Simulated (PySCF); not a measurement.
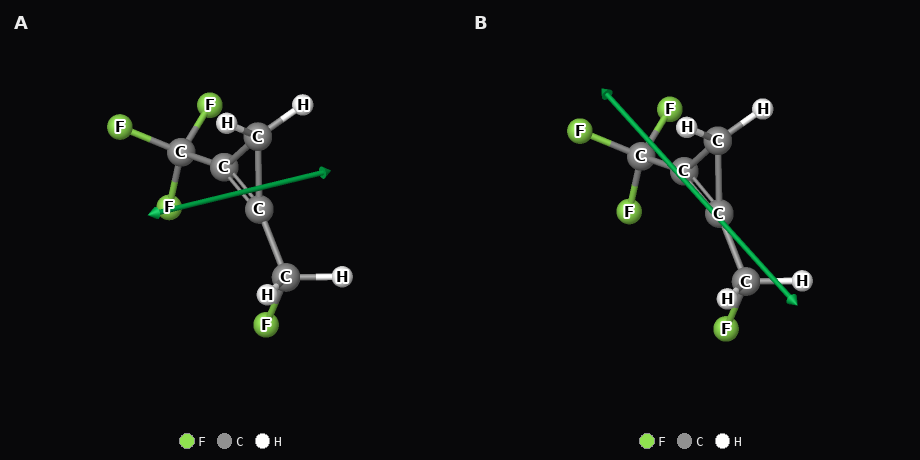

The double arrows show the directions of two transition dipoles from the ground state (lengths mean nothing). Computed geometry: GFN2-xTB optimisation. No frequency run is at hand to confirm it as a minimum. Level of theory: TDDFT PBE0/def2-SVPD, vertical, gas phase, core orbitals frozen in the response (PySCF 2.14.0).

One belongs to singlet state 1 and one to singlet state 6. Which is which?

A: state 6, 8.19 eV (151 nm), oscillator strength 0.016, mainly HOMO → LUMO+3 (weight 0.64).
B: state 1, 6.24 eV (199 nm), oscillator strength 0.18, mainly HOMO → LUMO (weight 0.95).
